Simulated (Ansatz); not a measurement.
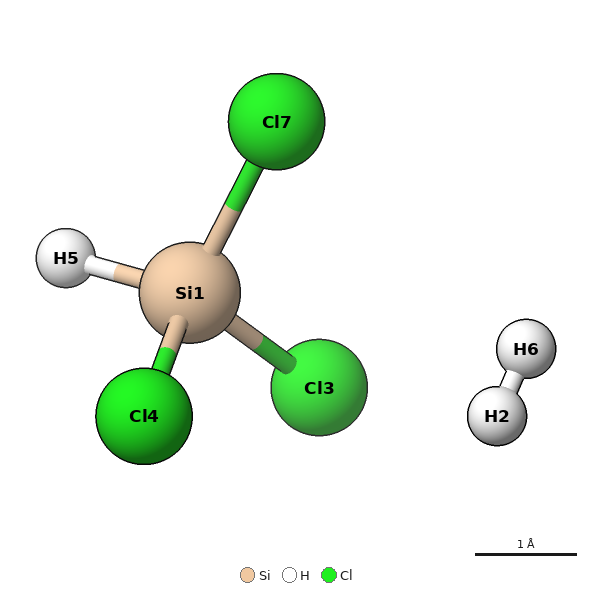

Atoms carry their numbers in the input. Computed geometry: PBE0-D4/def2-TZVP optimisation. No frequency run is at hand to confirm it as a minimum.

List the bonds and their lengths.

```csv
bond,length (Å)
Si1–Cl3,2.029
Si1–Cl4,2.030
Si1–H5,1.469
Si1–Cl7,2.030
H2–H6,0.746
```
